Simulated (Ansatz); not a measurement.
The Ansatz input:

```
crystal:
  lattice:
    - [5.094388, 0.614619, -0.469495]
    - [1.022871, 5.490981, -1.074525]
    - [0.175769, -0.530494, 5.538476]
  atoms:
    - { symbol: O, position: [0.793264, 0.154781, 0.052333] }
    - { symbol: O, position: [0.986662, 0.7308, 0.612648] }
    - { symbol: O, position: [0.36648, 0.591831, 0.691088] }
    - { symbol: O, position: [0.72228, 0.118834, 0.553196] }
    - { symbol: O, position: [0.910927, 0.816906, 0.295913] }
    - { symbol: O, position: [0.430256, 0.389908, 0.930989] }
    - { symbol: O, position: [0.476888, 0.032594, 0.985916] }
    - { symbol: O, position: [0.149505, 0.934498, 0.110422] }
    - { symbol: As, position: [0.225217, 0.384419, 0.290473] }
    - { symbol: As, position: [0.681703, 0.532078, 0.384022] }
    - { symbol: Os, position: [0.258107, 0.013541, 0.566954], spin: 2.0 }
    - { symbol: Os, position: [0.85917, 0.503979, 0.891954], spin: 2.0 }
kpoints:
  mp_grid: { grid: [4, 4, 4], shift: [0.5, 0.0, 0.5] }
magnetization:
  spin_polarized: true
scf:
  occupations: { method: fermi_dirac, width: 0.067 }
  lower_state_search: "off"
  max_iter: 200
hamiltonian:
  pseudopotentials: { kind: paw }
  xc: pbe
basis:
  ecutwfc: 420
  fft_grid_basis: typed
output:
  forces: true
  stress: true
  eigenvalues: true
  populations: true
  elf: true
  write_potential: true
  volumetric_format: npy
  dos:
    e_range: [-12, 8]
    de: 0.05
    projected: { site_lists: { As: [As], O: [O], Os: [Os] } }
checkpoint:
  read: saved_state
```

What does the calculation give for the electronic structure?

It is a metal. The density of states at the Fermi level is about 11 per eV and cell (mean within 0.25 eV), or 0.88 per atom. By projected weight, the states within 0.3 eV of the Fermi level are O (50 %) and Os (45 %). At the Fermi level spin up gives about 4.7 and spin down about 5.9 states per eV, a polarisation (up − down)/(up + down) of about −0.1. The two spin channels differ: the cell has a net moment of 2.6 μB, with spin up in the majority.

The atoms aren't at rest in this cell (largest force 2.7 eV/Å), so the relaxed material can differ. Spin-orbit coupling is left out, which matters for Os.

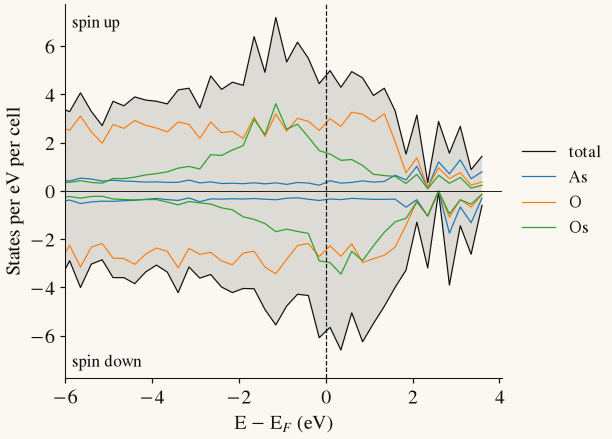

Density of states. Energies are counted from the Fermi level. The partial curves are projected on Löwdin-orthogonalised atomic shells. Spin-down states are drawn negative.
